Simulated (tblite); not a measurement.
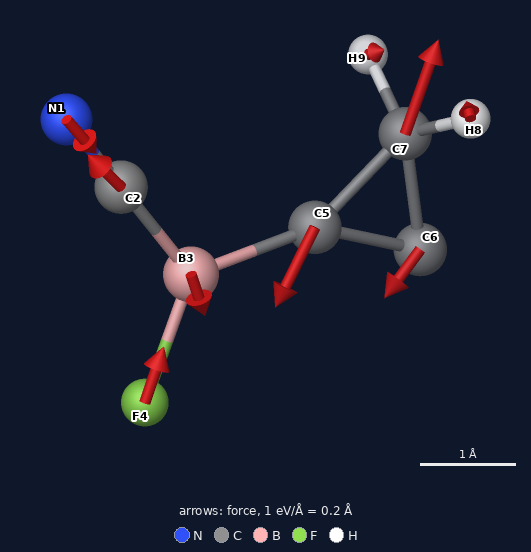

Starting geometry of C4H2BFN (multiplicity 2) with the computed forces as red arrows. The picture is a ball-and-stick view, seen at a tilt.

These are results of GFN2-xTB geometry optimisation, gas phase (tblite), not measurements. 

> Is this structure relaxed? If not, where do the atoms go?

It isn't relaxed: the largest force vector, on C7, is 5.35 eV/Å. The final displacements follow the starting forces only in part (cosine between the two patterns 0.56). Over 35 geometry steps the energy falls by 36.7 kcal/mol. The atom that moves furthest after the best rigid fit is C5 (0.22 Å). By element the largest moves are C 0.22 Å, N 0.21 Å, H 0.15 Å, B 0.13 Å, F 0.07 Å. Some distances before and after: C5–C7 1.392 → 1.607 Å, C5–C6 1.459 → 1.305 Å, B3–F4 1.456 → 1.319 Å, B3–C5 1.569 → 1.505 Å. Among the angles between lasting bonds that change: C5–C7–C6 63.1° → 50.1°, C5–C6–C7 58.3° → 70.8°, B3–C5–C7 151.0° → 140.9°. Cost: 0.15 s on 1 thread of Arm Neoverse V1, with other jobs on the host.
